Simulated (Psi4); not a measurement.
**BF3 (boron trifluoride): TPSS/aug-cc-pVDZ**

What is the energy change on altering one bond length of BF3 (boron trifluoride) at TPSS/aug-cc-pVDZ? 

The results are computed with Psi4 1.11.

2 further runs of the same task are left out: 2 set aside as unsound or not needed.

## Step 1: The molecule

BF3 has 4 atoms, charge 0, and is taken as a singlet. As SMILES, `FB(F)F`. Geometry: relaxed at GFN2-xTB.

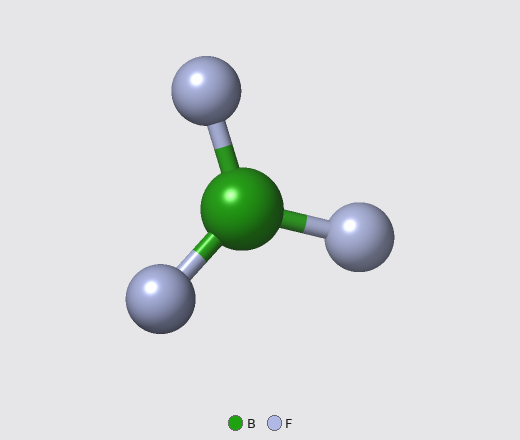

The structure, seen from a chosen angle (boron green, fluorine light blue).

## Step 2: Energy and forces at TPSS/aug-cc-pVDZ

calc.dat

```
memory 1600 mb

molecule {
  0 1
  B      0.000110     0.000040    -0.000210
  F      1.300290    -0.027650     0.013460
  F     -0.626240     1.139760    -0.017260
  F     -0.674160    -1.112140     0.004010
  units angstrom
  symmetry c1
  no_reorient
  no_com
}

set basis aug-cc-pVDZ
set reference rks
set puream true
set e_convergence 1e-09
set d_convergence 1e-08
set scf_type pk
set dft_radial_points 99
set dft_spherical_points 590

e_tot, wfn = gradient("tpss", return_wfn=True)
oeprop(wfn, "WIBERG_LOWDIN_INDICES", "DIPOLE", "LOWDIN_CHARGES", title="TPSS")
```

Launch:

```bash
$ psi4 calc.dat calc.out -n 1
```

calc.out:

```text
[...]
  Running in c1 symmetry.
[...]
  Nuclear repulsion =  112.011173961466355
[...]
  Multiplicity = 1
[...]
  Nalpha       = 16
  Nbeta        = 16
[...]
    Number of basis functions: 92
[...]
   @RKS iter   1:  -324.49103140604768   -3.20554e-01   6.77893e-03 DIIS/ADIIS
[...]
   @RKS iter   9:  -324.61252217988499   -6.82121e-13   5.78078e-10 DIIS
[...]
    Orbital Energies [Eh]
    ---------------------
    Doubly Occupied:
       1A    -24.474865     2A    -24.474817     3A    -24.474792
       4A     -6.763169     5A     -1.211321     6A     -1.172491
       7A     -1.172429     8A     -0.560026     9A     -0.523849
      10A     -0.523818    11A     -0.486412    12A     -0.416564
      13A     -0.416552    14A     -0.409507    15A     -0.409465
      16A     -0.374156
[...]
  @RKS Final Energy:  -324.61252217988499
   => Energetics <=
    Nuclear Repulsion Energy =            112.0111739614663549
    One-Electron Energy =                -673.2030503718285672
    Two-Electron Energy =                 272.1558908635907414
    DFT Exchange-Correlation Energy =     -35.5765366331135908
    Empirical Dispersion Energy =           0.0000000000000000
    VV10 Nonlocal Energy =                  0.0000000000000000
    Total Energy =                       -324.6125221798849907
[...]
  -Total Gradient:
     Atom            X                  Y                   Z
    ------   -----------------  -----------------  -----------------
       1        0.000081971961     0.000019076759    -0.000072332780
       2       -0.036810944075     0.000776461740    -0.000354717795
       3        0.017667647648    -0.032296898269     0.000514365482
       4        0.019059840611     0.031489162401    -0.000087716564
[...]
 Multipole Moments:
 ------------------------------------------------------------------------------------
     Multipole            Electronic (a.u.)      Nuclear  (a.u.)        Total (a.u.)
 ------------------------------------------------------------------------------------
 L = 1.  Multiply by 2.5417464519 to convert [e a0] to [Debye]
 Dipole X            :          0.0012084           -0.0008315            0.0003770
 Dipole Y            :          0.0002504           -0.0001323            0.0001181
 Dipole Z            :         -0.0020300            0.0015874           -0.0004426
 Magnitude           :                                                    0.0005932
[...]
```

Wall time 20 s (1 thread of AMD EPYC 9R45 (Zen 5), shared host); peak memory 0.84 GiB.

## Step 3: The distorted shape: the energy at TPSS/aug-cc-pVDZ

calc.py

```python
import psi4

psi4.set_memory('1600 MB')
psi4.set_num_threads(1)
psi4.set_output_file('output.dat', False)

geom = psi4.geometry("""
0 1
B      0.094066    -0.170924     0.002348
F      1.394246    -0.198614     0.016018
F     -0.626240     1.139760    -0.017260
F     -0.580204    -1.283104     0.006568
symmetry c1
""")

options = {'basis': 'aug-cc-pVDZ', 'puream': True, 'e_convergence': 1e-09, 'd_convergence': 1e-08, 'scf_type': 'pk', 'dft_radial_points': 99, 'dft_spherical_points': 590}
psi4.set_options(options)

e, wfn = psi4.energy('tpss', return_wfn=True)
psi4.oeprop(wfn, 'DIPOLE', 'LOWDIN_CHARGES', 'QUADRUPOLE', title='TPSS')
print(f'tpss energy: {e:.10f} Eh')
for k, v in sorted(psi4.core.scalar_variables().items()):
    print(f'{k:45s} {v:18.10f}')
```

Launch:

```bash
$ python calc.py
```

output.dat:

```text
[...]
  Running in c1 symmetry.
[...]
  Nuclear repulsion =  106.939110248323686
[...]
  Multiplicity = 1
[...]
  Nalpha       = 16
  Nbeta        = 16
[...]
    Number of basis functions: 92
[...]
   @RKS iter   1:  -324.48727048654155   -4.50245e-01   6.54393e-03 DIIS/ADIIS
[...]
   @RKS iter  10:  -324.60077364831187   -1.95541e-11   9.74393e-09 DIIS
[...]
    Orbital Energies [Eh]
    ---------------------
    Doubly Occupied:
       1A    -24.494429     2A    -24.494373     3A    -24.453096
       4A     -6.792723     5A     -1.217262     6A     -1.189030
       7A     -1.115638     8A     -0.568763     9A     -0.529391
      10A     -0.501997    11A     -0.485203    12A     -0.425196
      13A     -0.417396    14A     -0.412175    15A     -0.378178
      16A     -0.363293
[...]
  @RKS Final Energy:  -324.60077364831187
   => Energetics <=
    Nuclear Repulsion Energy =            106.9391102483236864
    One-Electron Energy =                -663.1505134324995652
    Two-Electron Energy =                 267.0905856249996191
    DFT Exchange-Correlation Energy =     -35.4799560891356052
    Empirical Dispersion Energy =           0.0000000000000000
    VV10 Nonlocal Energy =                  0.0000000000000000
    Total Energy =                       -324.6007736483118720
[...]
 Multipole Moments:
 ------------------------------------------------------------------------------------
     Multipole            Electronic (a.u.)      Nuclear  (a.u.)        Total (a.u.)
 ------------------------------------------------------------------------------------
 L = 1.  Multiply by 2.5417464519 to convert [e a0] to [Debye]
 Dipole X            :          0.1756353           -0.0107330            0.1649023
 Dipole Y            :         -0.3187613            0.0194219           -0.2993394
 Dipole Z            :          0.0042748           -0.0001953            0.0040794
 Magnitude           :                                                    0.3417799
 L = 2.  Multiply by 1.3450342976 to convert [e a0^2] to [Debye ang]
 Quadrupole XX       :       -101.7374824           85.5376631          -16.1998193
 Quadrupole XY       :          7.6697766           -7.2523358            0.4174408
[...]
```

The script printed:

```text
tpss energy: -324.6007736483 Eh
CURRENT ENERGY                                   -324.6007736483
CURRENT REFERENCE ENERGY                         -324.6007736483
DD SOLVATION ENERGY                                 0.0000000000
DFT FUNCTIONAL TOTAL ENERGY                      -324.6007736483
DFT TOTAL ENERGY                                 -324.6007736483
DFT VV10 ENERGY                                     0.0000000000
DFT XC ENERGY                                     -35.4799560891
GRID ELECTRONS ALPHA                               16.0000002030
GRID ELECTRONS BETA                                16.0000002030
GRID ELECTRONS TOTAL                               32.0000004060
NUCLEAR REPULSION ENERGY                          106.9391102483
ONE-ELECTRON ENERGY                              -663.1505134325
PCM POLARIZATION ENERGY                             0.0000000000
PE ENERGY                                           0.0000000000
SCF ITERATION ENERGY                             -324.6007736483
SCF ITERATIONS                                     10.0000000000
SCF TOTAL ENERGY                                 -324.6007736483
TWO-ELECTRON ENERGY                               267.0905856250
XC GRID RADIAL POINTS                              99.0000000000
XC GRID SPHERICAL POINTS                          590.0000000000
XC GRID TOTAL POINTS                           228551.0000000000
```

Run time: 18 s. Hardware: 1 thread of AMD EPYC 9R45 (Zen 5), shared host; peak memory 0.82 GiB.

## Step 4: Outcome

Level: TPSS/aug-cc-pVDZ.

| quantity | value |
| --- | --- |
| first shape: total energy | -324.61252 Eh |
| first shape: dipole moment | 0.00 D |
| first shape: HOMO energy | -10.18 eV |
| first shape: LUMO energy | -0.63 eV |
| first shape: HOMO–LUMO gap | 9.55 eV |
| first shape: largest force on an atom | 1.893 eV/Å |
| distorted shape: total energy | -324.60077 Eh |
| distorted shape: dipole moment | 0.87 D |
| distorted shape: HOMO energy | -9.89 eV |
| distorted shape: LUMO energy | -0.97 eV |
| distorted shape: HOMO–LUMO gap | 8.92 eV |
| energy change with the B1–F3 bond stretched from 1.301 to 1.496 Å | 0.320 eV |

With the B1–F3 bond stretched from 1.301 to 1.496 Å the energy rises by 0.32 eV (7.4 kcal/mol). The first shape isn't relaxed at this level, so the change isn't measured from a minimum. The largest force (first shape) is 1.89 eV/Å: the shape isn't a stationary point for this species at this level.
